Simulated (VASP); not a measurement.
Band structure of Li2O (antifluorite). Method: TPSS meta-GGA, VASP's PBE PAW potentials (set 64) (plane waves; VASP).

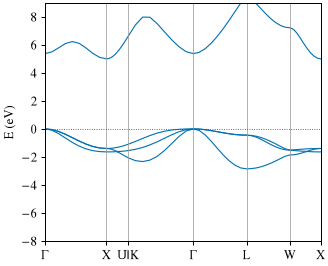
Fig. 1. Bands along high-symmetry lines, zero at the valence-band maximum or, without a gap, the Fermi level

### Question
Read the plot: is there a gap, and where are the band edges?

### Answer
The gap is indirect, 5.00 eV, from the valence maximum at Γ to the conduction minimum at X.

Measured: gap 8.00 eV (computed value off by -3.00 eV), as given by Das et al., (2018), arXiv:1807.05623.

The compound is Li2O in the antifluorite structure. It was relaxed first.
